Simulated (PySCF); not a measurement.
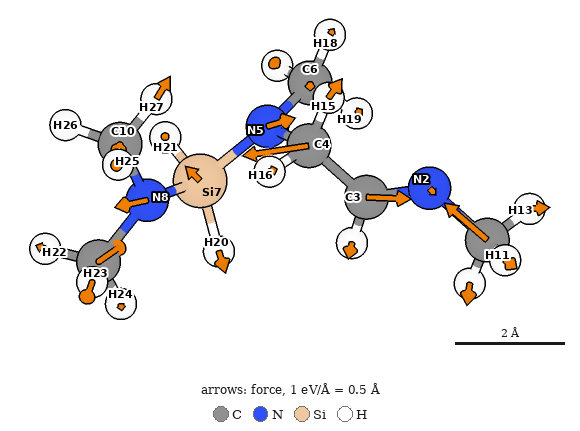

Starting geometry of C6H17N3Si with the computed forces as orange arrows. The picture is a ball-and-stick view, seen at a tilt.

The start comes from GFN2-xTB. Its atoms were then displaced at random by about 0.01 Å.

All numbers below come from PBE0-D3(BJ)/def2-SVP geometry optimisation, gas phase (PySCF). 

> Is this structure relaxed? If not, where do the atoms go?

It isn't relaxed: the largest force vector, on a C atom, is 2.55 eV/Å. The final displacements have little in common with the starting forces (cosine between the two patterns 0.07). The largest move after the best rigid fit is that of an H atom, 0.53 Å. Largest moves by element: H 0.53 Å, C 0.33 Å, N 0.28 Å, Si 0.10 Å. Among the contacts that change: C–H 1.052 → 1.107 Å, H–Si 1.452 → 1.500 Å, C–C 1.457 → 1.503 Å, C–H 1.074 → 1.105 Å. Among the angles between lasting bonds that change: C–N–C 110.0° → 114.7°, N–C–H 105.0° → 109.5°, H–C–H 110.7° → 106.1°. Over 12 geometry steps the energy falls by 0.410 eV.
